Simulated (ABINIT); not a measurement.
# Quasiparticle gap of SiC (F-43m) in ABINIT, part 2 of 2

Wanted: ground state, empty states, screening and self-energy for SiC (F-43m).

ABINIT 10.8.3; PBE and many-body steps on it, plane waves. Known limits of the many-body steps: not at the basis limit.

So far. Step 2 (Ground state): The gap is indirect, with the least direct gap 3.19 eV higher. Step 3 (Bands along the symmetry lines): The gap is 1.361 eV, as in the run before at this level.

## Step 4: Empty states on the mesh, 6×6×6 mesh, 165 bands

Level of this step: DFT, PBE, plane waves, norm-conserving pseudopotentials (ABINIT).

The sums over transitions need many empty states on a uniform mesh; this step solves for them.

run.abi reads:

```
acell 3*1.0 Angstrom
rprim 
  -0.000000000000 2.179000000000 2.179000000000
  2.179000000000 -0.000000000000 2.179000000000
  2.179000000000 2.179000000000 -0.000000000000
ntypat 2
znucl 14 6
natom 2
typat 1 2
xred 
  0.000000000000 0.000000000000 0.000000000000
  0.250000000000 0.250000000000 0.250000000000
pp_dirpath "pseudos"
pseudos "Si.upf, C.upf"
ecut 37
ngkpt 6 6 6
nshiftk 1
shiftk 0 0 0
kptopt 1
chksymbreak 0
irdden 1
istwfk *1
nband 165
prtvol 0
optdriver 6
gwr_task "HDIAGO"
paral_kgb 0
occopt 1
indata_prefix "in"
outdata_prefix "out"
tmpdata_prefix "tmp"
```

On the command line:

```bash
$ OMP_NUM_THREADS=1 mpirun -n 4 abinit run.abi > log
```

Numbers of over 12 decimals in the logs are rounded to 6 here.

What it wrote:

```text
[banner, memory and clock lines left out]
.Version 10.8.3 of ABINIT. v10.8.2 released Aug 2026.

 Symmetries : space group F-4 3 m (#216); Bravais cF (face-center cubic)
[... echo of the input left out ...]
== DATASET  1 ==================================================================
-   mpi_nproc: 4, omp_nthreads: 1 (-1 if OMP is not activated)

--- !DatasetInfo
iteration_state: {dtset: 1, }
dimensions: {natom: 2, nkpt: 16, mband: 165, nsppol: 1, nspinor: 1, nspden: 1, mpw: 1524, }
cutoff_energies: {ecut:  37.0, pawecutdg:  -1.0, }
electrons: {nelect:   8.00000000E+00, charge:   0.00000000E+00, occopt:   1.00000000E+00, tsmear:   1.00000000E-02, }

.Using double precision arithmetic; gwpc =  8

- Reading GS density from: in_DEN

--- Pseudopotential description ------------------------------------------------
- Si Generated using ONCVPSP code by D. R. Hamann
- 14.00000   4.00000  171031                  znucl, zion, pspdat
12 -101130 2 -1 1510                          pspcod,pspxc,lmax,lloc,mmax
     nproj     2     2     2
  pspatm : epsatm=    9.34321561
         --- l  ekb(1:nproj) -->
             0    5.168965    0.829883
             1    2.571282    0.578307
             2   -2.427311   -0.488097
 pspatm: atomic psp has been read  and splines computed

- C Generated using ONCVPSP code by D. R. Hamann
-  6.00000   4.00000  171031                  znucl, zion, pspdat
12 -101130 1 -1 1248                          pspcod,pspxc,lmax,lloc,mmax
     nproj     2     2     0
  pspatm : epsatm=    4.31346680
         --- l  ekb(1:nproj) -->
             0    6.481548    0.385504
             1   -4.199961   -0.877517
 pspatm: atomic psp has been read  and splines computed

   1.09253459E+02                                ecore*ucvol(ha*bohr**3)

 Total charge density [el/Bohr^3]
)     Maximum=    2.7627E-01  at reduced coord.    0.1875    0.2188    0.4063
)     Minimum=    1.3992E-03  at reduced coord.    0.0000    0.0000    0.0000
   Integrated=    8.0000E+00

 === KS gaps after direct diagonalization ===
 Indirect band gap semiconductor
 Fundamental gap:     1.361 (eV)
   VBM:     6.835 (eV) at k: [ 0.0000E+00,  0.0000E+00,  0.0000E+00]
   CBM:     8.196 (eV) at k: [ 5.0000E-01,  5.0000E-01,  0.0000E+00]
 Direct gap:         4.553 (eV) at k: [ 5.0000E-01,  5.0000E-01,  0.0000E+00]

== END DATASET(S) ==============================================================

 -outvars: echo values of variables after computation  --------
           etotal      0.0000000000E+00
            nband         165
             nkpt          16
          spgroup         216
 [... the other variables as echoed above ...]

 Calculation completed.
```

Elapsed: 15 s, on 4 MPI ranks of Arm Neoverse V1, shared host; peak memory 0.75 GiB; 58 s of CPU time.

This step gave:

```
gap                                                           : 1.361 eV
k of the valence top                                          : 0, 0, 0
k of the conduction bottom                                    : 0.5, 0.5, 0
least direct gap                                              : 4.553 eV
k points computed                                             : 16
lowest point of the top converged band, above the valence top : 198.3907 eV
```

On this mesh the gap is 1.361 eV.

## Step 5: Screening, 6×6×6 mesh, 157 bands, screening to 261.2 eV

The RPA dielectric matrix is built and inverted for each q.

This step: RPA screening on PBE, plane waves, norm-conserving pseudopotentials.

run.abi: that of step 4 with these lines changed.

```diff
@@ -20,10 +20,11 @@
 chksymbreak 0
-irdden 1
 istwfk *1
-nband 165
-prtvol 0
-optdriver 6
-gwr_task "HDIAGO"
-paral_kgb 0
 occopt 1
+irdwfk 1
+optdriver 3
+nband 157
+ecuteps 9.6
+inclvkb 2
+awtr 1
+symchi 1
 indata_prefix "in"
```

What it wrote:

```text
.Version 10.8.3 of ABINIT. v10.8.2 released Aug 2026.

 Symmetries : space group F-4 3 m (#216); Bravais cF (face-center cubic)
[... echo of the input left out ...]
== DATASET  1 ==================================================================
-   mpi_nproc: 4, omp_nthreads: 1 (-1 if OMP is not activated)

--- !DatasetInfo
iteration_state: {dtset: 1, }
dimensions: {natom: 2, nkpt: 16, mband: 157, nsppol: 1, nspinor: 1, nspden: 1, mpw: 1524, }
cutoff_energies: {ecut:  37.0, pawecutdg:  -1.0, }
electrons: {nelect:   8.00000000E+00, charge:   0.00000000E+00, occopt:   1.00000000E+00, tsmear:   1.00000000E-02, }

 SCREENING: Calculation of the susceptibility and dielectric matrices

 Based on a program developped by R.W. Godby, V. Olevano, G. Onida, and L. Reining.
 Incorporated in ABINIT by V. Olevano, G.-M. Rignanese, and M. Torrent.
.Using double precision arithmetic ; gwpc =  8

[... cell and pseudopotentials left out ...]
--------------------------------------------------------------------------------

 ==== K-mesh for the wavefunctions ====
 Number of points in the irreducible wedge :    16
[... list of points left out ...]
 Together with 24 symmetry operations and time-reversal symmetry
 yields   216 points in the full Brillouin Zone.

 ==== Q-mesh for the screening function ====
 Number of points in the irreducible wedge :    16
[... list of points left out ...]
 Together with 24 symmetry operations and time-reversal symmetry
 yields   216 points in the full Brillouin Zone.

 setmesh: FFT mesh size selected  =    24x   24x   24
          total number of points  =        13824

 vcoul_init : cutoff-mode = AUXILIARY_FUNCTION
 q-points for optical limit:   1
     1)      0.000010    0.000020    0.000030

- screening: taking advantage of time-reversal symmetry
- Maximum band index for partially occupied states nbvw = 4
- Remaining bands to be divided among processors   nbcw = 153
- Number of bands treated by each node ~38

 Number of electrons calculated from density =    8.0000; Expected =    8.0000
 average of density, n =  0.057292
 r_s =    1.6092
 omega_plasma =   23.0888 [eV]

 calculating chi0 at frequencies [eV] :
  1    0.000000E+00    0.000000E+00
  2    0.000000E+00    2.308880E+01

--------------------------------------------------------------------------------
  q-point number  1        q = ( 0.000000, 0.000000, 0.000000) [r.l.u.]
--------------------------------------------------------------------------------
[... chi0 elements left out ...]
 For q-point:  0.000010 0.000020 0.000030
  dielectric constant =   7.0834
  dielectric constant without local fields =   7.7436

  Average fulfillment of the sum rule on Im[epsilon] for q-point    1 :     95.25  [%]
[... wings left out ...]
  q-point number  2        q = ( 0.166667, 0.000000, 0.000000) [r.l.u.]
--------------------------------------------------------------------------------
[... chi0 elements left out ...]
  Average fulfillment of the sum rule on Im[epsilon] for q-point    2 :     97.36  [%]

 [... 14 further q-points ...]
```

It took 70 s on 4 MPI ranks; peak memory 1 GiB; 4.7 min of CPU time.

This step gave:

```
ε∞ with local fields, on this mesh, along the program's q direction : 7.083
the same without local fields                                       : 7.744
plasma frequency                                                    : 23.09 eV
plane waves in the screening matrix                                 : 181
```

Local fields lower ε∞ by 9 %.

## Step 6: Self-energy, 6×6×6 mesh, 157 bands, screening to 261.2 eV

The self-energy is evaluated for the states that the input lists, and the levels follow from it, in one-shot runs by the linearised quasiparticle equation.

This step: G0W0 on PBE, plane waves, norm-conserving pseudopotentials.

run.abi: that of step 5 with these lines changed.

```diff
@@ -23,8 +23,17 @@
 irdwfk 1
-optdriver 3
+optdriver 4
 nband 157
+gwcalctyp 0
+ecutsigx 37
+symsigma 1
+nkptgw 2
+kptgw 
+  0.0000000000 0.0000000000 0.0000000000
+  0.5000000000 0.5000000000 0.0000000000
+bdgw 
+  2 8
+  3 6
 ecuteps 9.6
-inclvkb 2
-awtr 1
-symchi 1
+irdscr 1
+ppmodel 1
 indata_prefix "in"
```

What it wrote:

```text
.Version 10.8.3 of ABINIT. v10.8.2 released Aug 2026.

 Symmetries : space group F-4 3 m (#216); Bravais cF (face-center cubic)
[... echo of the input left out ...]
== DATASET  1 ==================================================================
-   mpi_nproc: 4, omp_nthreads: 1 (-1 if OMP is not activated)

--- !DatasetInfo
iteration_state: {dtset: 1, }
dimensions: {natom: 2, nkpt: 16, mband: 157, nsppol: 1, nspinor: 1, nspden: 1, mpw: 1524, }
cutoff_energies: {ecut:  37.0, pawecutdg:  -1.0, }
electrons: {nelect:   8.00000000E+00, charge:   0.00000000E+00, occopt:   1.00000000E+00, tsmear:   1.00000000E-02, }

 SIGMA: Calculation of the GW corrections

 Based on a program developped by R.W. Godby, V. Olevano, G. Onida, and L. Reining.
 Incorporated in ABINIT by V. Olevano, G.-M. Rignanese, and M. Torrent.
.Using double precision arithmetic ; gwpc =  8

[... cell and pseudopotentials left out ...]
--------------------------------------------------------------------------------

 ==== K-mesh for the wavefunctions ====
 Number of points in the irreducible wedge :    16
[... list of points left out ...]
 Together with 24 symmetry operations and time-reversal symmetry
 yields   216 points in the full Brillouin Zone.

 ==== Q-mesh for screening function ====
 Number of points in the irreducible wedge :    16
[... list of points left out ...]
 Together with 24 symmetry operations and time-reversal symmetry
 yields   216 points in the full Brillouin Zone.

 vcoul_init : cutoff-mode = AUXILIARY_FUNCTION
 q-points for optical limit:   1
     1)      0.000010    0.000020    0.000030
 setmesh: FFT mesh size selected  =    32x   32x   32
          total number of points  =        32768

 Number of electrons calculated from density =    8.0000; Expected =    8.0000
 average of density, n =  0.057292
 r_s =    1.6092
 omega_plasma =   23.0888 [eV]

 === KS Band Gaps ===
  >>>> For spin  1
   Minimum direct gap =   4.5530 [eV], located at k-point      :   0.5000  0.5000  0.0000
   Fundamental gap    =   1.3613 [eV], Top of valence bands at :   0.0000  0.0000  0.0000
                                       Bottom of conduction at :   0.5000  0.5000  0.0000
 SIGMA fundamental parameters:
 PLASMON POLE MODEL  1
 number of plane-waves for SigmaX                 1459
 number of plane-waves for SigmaC and W            181
 number of plane-waves for wavefunctions          1459
 number of bands                                   157
 number of independent spin polarizations            1
 number of spinorial components                      1
 number of k-points in IBZ                          16
 number of q-points in IBZ                          16
 number of symmetry operations                      24
 number of k-points in BZ                          216
 number of q-points in BZ                          216
 number of frequencies for dSigma/dE                 9
 frequency step for dSigma/dE [eV]                0.25
 number of omega for Sigma on real axis              0
 max omega for Sigma on real axis  [eV]           0.00
 zcut for avoiding poles [eV]                     0.10

 EPSILON^-1 parameters (SCR file):
 dimension of the eps^-1 matrix on file            181
 dimension of the eps^-1 matrix used               181
 number of plane-waves for wavefunctions          1459
 number of bands                                   157
 number of q-points in IBZ                          16
 number of frequencies                               2
 number of real frequencies                          1
 number of imag frequencies                          1

 matrix elements of self-energy operator (all in [eV])

 Perturbative Calculation

--- !SelfEnergy_ee
iteration_state: {dtset: 1, }
kpoint     : [   0.000,    0.000,    0.000, ]
spin       : 1
KS_gap     :    6.223
QP_gap     :    7.138
Delta_QP_KS:    0.915
data: !SigmaeeData |
     Band     E0 <VxcDFT>   SigX SigC(E0)      Z dSigC/dE  Sig(E)    E-E0       E
        2   6.835 -14.930 -17.579   1.828   0.792  -0.263 -15.580  -0.651   6.184
        3   6.835 -14.930 -17.579   1.828   0.792  -0.263 -15.580  -0.651   6.184
        4   6.835 -14.930 -17.579   1.828   0.792  -0.263 -15.580  -0.651   6.184
        5  13.058 -13.213  -7.543  -5.336   0.790  -0.266 -12.949   0.264  13.322
        6  14.146 -11.327  -5.827  -5.169   0.805  -0.242 -11.060   0.266  14.413
        7  14.146 -11.327  -5.827  -5.169   0.805  -0.242 -11.060   0.266  14.413
        8  14.146 -11.327  -5.827  -5.169   0.805  -0.242 -11.060   0.266  14.413

--- !SelfEnergy_ee
iteration_state: {dtset: 1, }
kpoint     : [   0.500,    0.500,    0.000, ]
spin       : 1
KS_gap     :    4.553
QP_gap     :    5.605
Delta_QP_KS:    1.052
data: !SigmaeeData |
     Band     E0 <VxcDFT>   SigX SigC(E0)      Z dSigC/dE  Sig(E)    E-E0       E
        3   3.643 -13.567 -17.441   2.670   0.782  -0.278 -14.509  -0.942   2.702
        4   3.643 -13.567 -17.441   2.670   0.782  -0.278 -14.509  -0.942   2.702
        5   8.196 -10.505  -6.372  -3.999   0.820  -0.220 -10.395   0.110   8.306
        6  11.168 -10.770  -5.961  -4.473   0.822  -0.217 -10.494   0.276  11.445

== END DATASET(S) ==============================================================
================================================================================

 -outvars: echo values of variables after computation  --------
           etotal      0.0000000000E+00
            nband         157
             nkpt          16
          spgroup         216
 [... the other variables as echoed above ...]

 Calculation completed.
```

Run time: 18 s. Hardware: 4 MPI ranks; peak memory 1 GiB; 71 s of CPU time.

Numbers from this step:

| Quantity | Value |
| --- | --- |
| G0W0 gap on the points computed | 2.122 eV |
| starting gap on the mesh | 1.361 eV |
| k of the valence top | 0, 0, 0 |
| k of the conduction bottom | 0.5, 0.5, 0 |
| Z at the valence top | 0.792 |
| Z at the conduction bottom | 0.82 |
| least direct G0W0 gap on the computed points | 5.604 eV |

The gap on the mesh goes from 1.36 eV to 2.12 eV, a correction of +0.76 eV.

Limits: finite bands, cutoff and mesh. v1 is the top filled band, c1 the lowest empty one. The levels before and after the correction (eV, zero at the valence-band top of each column):

```csv
,conduction bottom,valence top
Kohn-Sham,1.36,0.00
G0W0,2.12,0.00
```

```csv
,level,energy (eV)
Kohn-Sham,Γ v3-v1,0.000
Kohn-Sham,Γ c1,6.223
Kohn-Sham,Γ c2-c4,7.311
Kohn-Sham,(0.5 0.5 0) v2-v1,-3.192
Kohn-Sham,(0.5 0.5 0) c1,1.361
Kohn-Sham,(0.5 0.5 0) c2,4.333
G0W0,Γ v3-v1,0.000
G0W0,Γ c1,7.138
G0W0,Γ c2-c4,8.229
G0W0,(0.5 0.5 0) v2-v1,-3.482
G0W0,(0.5 0.5 0) c1,2.122
G0W0,(0.5 0.5 0) c2,5.261
```

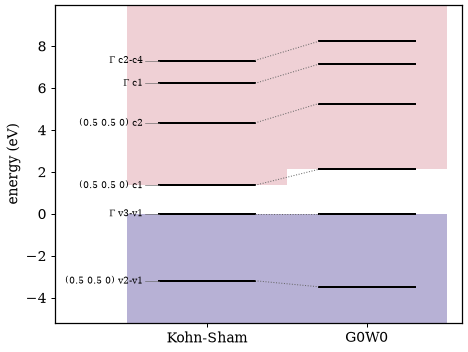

Levels before and after the correction. Shaded: valence and conduction bands.

## Step 7: Where the time went

Times are wall times on 4 MPI ranks of Arm Neoverse V1, shared host, good to a factor of about two.

```csv
step,time,share,memory (GiB)
ground state,4.2 s,4 %,0.25
bands along the symmetry lines,3.8 s,3 %,0.24
empty states on the mesh,15 s,13 %,0.75
screening,70 s,63 %,1
self-energy,18 s,16 %,1
```

## Step 8: Results

| Item | Value |
| --- | --- |
| PBE gap | 1.36 eV, indirect |
| G0W0 gap on the mesh | 2.12 eV |
| GW settings | 6×6×6 mesh, 157 bands, screening to 261.2 eV, Godby-Needs plasmon pole |
| known limits | not at the basis limit |

What this shows: G0W0 moves the gap on the mesh from 1.36 eV to 2.12 eV (+0.76 eV), with Z of 0.79 and 0.82 at the edges. Local fields lower the RPA ε∞ on this mesh from 7.74 to 7.08. Only 2 of the mesh's irreducible points were corrected, so a valley elsewhere could overtake. The dearest step here is «screening». Against experiment, by G0W0@PBE: the gap of 2.12 eV lies −0.28 eV from the measured 2.4 eV (indirect, 2018); the gap of 2.12 eV lies −0.27 eV from the measured 2.39 eV (kind not stated, quoted 2020). The calculation has static nuclei and no excitons; a measured gap holds zero-point and thermal motion, which mostly lowers it. Bands and cutoff are finite, so the gap is not at the basis limit. The miss can reach some tenths of an eV and take either sign; the mesh is an error of its own. In the G0W0 run levels were corrected at 2 k points alone, so a gap called «on the mesh» is the least over those, and an edge elsewhere would be missed.

[Paths, hosts, dates, memory and timing lines, banners, echoed tables and standing remarks are left out of the program output.]

[Logs are printed without paths, hosts, clocks, repeated set-up lines and the standing remarks that a program may print on its own settings, such as how far it seeks lower states.]

[Runs of the session that timed out or met a known fault of the program may be left out.]

[Hosts, paths, dates, database ids (printed as entryN), source tags and the programs' standing remarks are cut or masked in the printed files.]

[G0W0 gaps are taken among the corrected bands and points alone; a level outside them can change the order at an edge.]

[Where Ansatz stands beside ABINIT at settings called matched, ABINIT's density can come from a denser mesh and the files from another edition; pairs whose starting gaps differed by over 0.03 eV were left out, so agreement reads better than it is.]
